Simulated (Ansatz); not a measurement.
# MgBr (SMILES [Mg][Br]) at UHF/STO-3G

What is the vertical ionisation energy of MgBr at UHF/STO-3G? 

Program for the calculation: Ansatz 0.2.0.

18 further runs of the same task are left out: 18 set aside as unsound or not needed. Runs told in other sessions of the task aren't counted.

## Step 1: The molecule

MgBr has 2 atoms, charge 0, and is taken as a doublet. As SMILES, `[Mg][Br]`. The shape is that of a PBE0-D4/def2-TZVP optimisation.

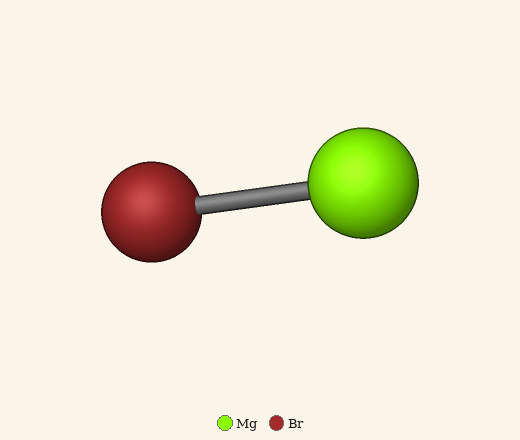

The structure, seen from a chosen angle (magnesium green, bromine red).

## Step 2: A single-point energy at UHF/STO-3G

Contents of run.yaml:

```yaml
crystal:
  periodic: [false, false, false]
  atoms:
    - {symbol: Mg, position_ang: [-0.994600, 0.306400, -0.519100]}
    - {symbol: Br, position_ang: [1.024100, -0.366500, 0.523200]}
basis:
  gaussian: {orbitals: STO-3G}
hamiltonian: {xc: hf}
accuracy: high
magnetization: {spin_polarized: true, initial_magnetization: 1}
output: {orbitals: {seedname: orbitals}}
```

On the command line:

```console
$ ansatz run run.yaml --threads 1 --pin off --max-ram 2610MiB --events-out events.jsonl --progress --plain --runs-dir runs
```

The log of the run:

```text
Warning: RAYON_NUM_THREADS=1 ignored (pool sized by the plan → 1); use --threads N
Functional definition: HF
  name "HF"
  exchange = exact_x
  correlation = 0
360 factors; integrals over basis functions are off by at most 6.0e-9 eV
mean field evaluation 1: about -74607.2295 eV, gradient 8.1e0 eV
mean field evaluation 2: about -74607.2579 eV, gradient 8.2e0 eV
mean field evaluation 4: about -74608.2201 eV, gradient 9.7e-1 eV
mean field evaluation 8: about -74608.2415 eV, gradient 9.6e-4 eV
mean field -74608.24147586 eV, -2741.8023029556 hartree, gradient 3.1e-8 eV, S^2 0.751493; 0 other end points of the search recorded, 0 dependent functions left out
reference -74608.24147586 eV, -2741.8023029556 hartree; 24, 23 occupied and 3, 4 virtual orbitals, 360 factors
Total energy: -74608.24147586 eV, -2741.8023029556 hartree
```

Wall time 0.51 s (1 thread of Arm Neoverse V1, shared host).

## Step 3: The singlet cation, same level

Contents of in.yaml:

```yaml
crystal:
  periodic: [false, false, false]
  atoms:
    - {symbol: Mg, position_ang: [-0.994600, 0.306400, -0.519100]}
    - {symbol: Br, position_ang: [1.024100, -0.366500, 0.523200]}
basis:
  gaussian:
    orbitals: STO-3G
total_charge: 1
hamiltonian:
  xc: hf
accuracy: high
output: {orbitals: {seedname: orbitals}}
```

On the command line:

```console
$ ansatz run in.yaml --threads 1 --pin off --max-ram 2610MiB --events-out events.jsonl --progress --plain --runs-dir runs
```

The log of the run:

```text
Warning: RAYON_NUM_THREADS=1 ignored (pool sized by the plan → 1); use --threads N
[... 4 set-up lines as earlier in the session ...]
360 factors; integrals over basis functions are off by at most 6.0e-9 eV
mean field evaluation 1: about -74602.7022 eV, gradient 1.9e1 eV
mean field evaluation 2: about -74602.7542 eV, gradient 1.9e1 eV
mean field evaluation 4: about -74604.9270 eV, gradient 6.6e-1 eV
mean field evaluation 8: about -74604.9496 eV, gradient 2.2e-4 eV
mean field evaluation 16: about -74604.9496 eV, gradient 8.3e-8 eV
mean field -74604.94964414 eV, -2741.6813303712 hartree, gradient 8.3e-8 eV, S^2 0.000000; 0 other end points of the search recorded, 0 dependent functions left out
reference -74604.94964414 eV, -2741.6813303712 hartree; 23, 23 occupied and 4, 4 virtual orbitals, 360 factors
Total energy: -74604.94964414 eV, -2741.6813303712 hartree
```

Wall time 0.47 s (1 thread of Arm Neoverse V1, shared host).

## Step 4: Results

At UHF/STO-3G:

| quantity | value |
| --- | --- |
| doublet MgBr: total energy | -2741.80230 Eh |
| doublet MgBr: HOMO energy (highest over α and β) | -3.60 eV |
| doublet MgBr: LUMO energy (lowest over α and β) | 7.70 eV |
| doublet MgBr: ⟨S²⟩ | 0.751 |
| singlet cation: total energy | -2741.68133 Eh |
| singlet cation: HOMO energy | -12.56 eV |
| singlet cation: LUMO energy | -2.85 eV |
| singlet cation: HOMO–LUMO gap | 9.72 eV |
| vertical ionisation energy (to the singlet cation) | 3.292 eV |

**Reading.** The vertical ionisation energy comes to 3.29 eV (318 kJ/mol). In a minimal basis such a difference can be off by several eV, whatever the method.
